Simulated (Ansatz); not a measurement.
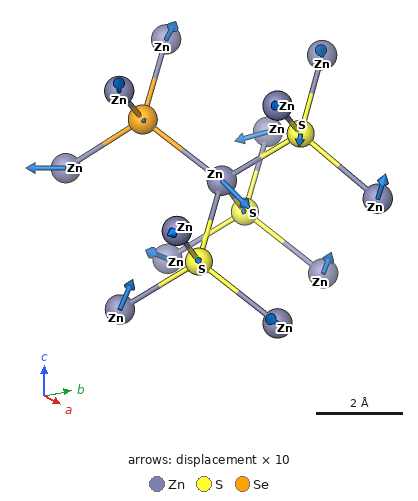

A relaxation of a crystal of Zn$_{32}$S$_{26}$Se$_{6}$ (a generated structure, set up in P1). The starting structure is drawn; blue arrows show the displacements, 10 times their true length.

The picture is a ball-and-stick view of the atoms within 4.2 Å of the atom that moves most (axes of the cell of the calculation), seen from a free direction.

These are results of DFT, PBEsol, PAW, plane waves (Ansatz 0.2.0), not measurements. Set-up: plane-wave cutoff 420 eV; k-point mesh 1 × 1 × 1; mesh shifted by (0.25, 0.25, 0.25); no spin polarisation; cell relaxed at fixed shape; force threshold 0.03 eV/Å; at most 80 steps.

**Atoms of which element are displaced furthest, and by how much?**

Zinc: up to 0.11 Å, against 0.06 Å for sulfur.

**What happened in the run?**

The energy falls by 0.905 eV per cell of the calculation in 3 geometry steps. The largest force component goes from 0.85 to 0.027 eV/Å. Pressure: 0.24 GPa at the start and −0.03 GPa at the end. The largest moves, 0.11 Å, are those of Zn atoms. Largest moves by element: Zn 0.11 Å, S 0.06 Å, Se 0.05 Å. The lattice vectors keep their values. Among the contacts that change: Se–Zn 2.336 → 2.426 Å, S–Zn 2.386 → 2.326 Å, S–Zn 2.369 → 2.313 Å, S–Zn 2.360 → 2.324 Å. Among the angles between lasting bonds that change: S–Zn–Se 110.9° → 107.1°, Zn–S–Zn 111.3° → 108.0°, Zn–S–Zn 107.0° → 110.1°. The space group (tolerance 0.01 Å) goes from P1 (No. 1) to P2 (No. 3).
